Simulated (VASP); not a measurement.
Band structure of Bi2Se3 (tetradymite). Computed with modified Becke-Johnson potential (mBJ), VASP's PBE PAW potentials (set 64) (plane waves; VASP 6.6.1).

mBJ is a potential without an energy functional, so only the levels count. Without a dispersion term in the relaxation, distances and binding between the weakly bound layers, chains or molecules are unreliable, and so is what depends on them. Unless said otherwise, spin-orbit coupling is left out, though it shifts the bands of the heavy elements here.

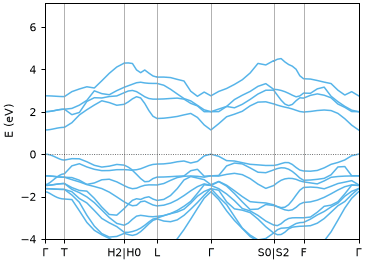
Figure: Bands along high-symmetry lines, zero at the valence-band maximum or, without a gap, the Fermi level

Problem. Read the plot: is there a gap, and where are the band edges?

Solution. The gap is direct, 1.14 eV, from the valence maximum at Γ to the conduction minimum at Γ.

Measured: gap 0.30 eV (computed value off by +0.84 eV), as given by Sudong Park et al., Journal of the Korean Physical Society (2016), arXiv:1610.06451.

The compound is Bi2Se3 in the tetradymite structure. It was relaxed first, which changed the volume by +9 %. The k-mesh is coarse (spacing up to 0.44 per Å, 2π included), so the numbers may not be converged in it. The cell's shape comes from a PBE relaxation.
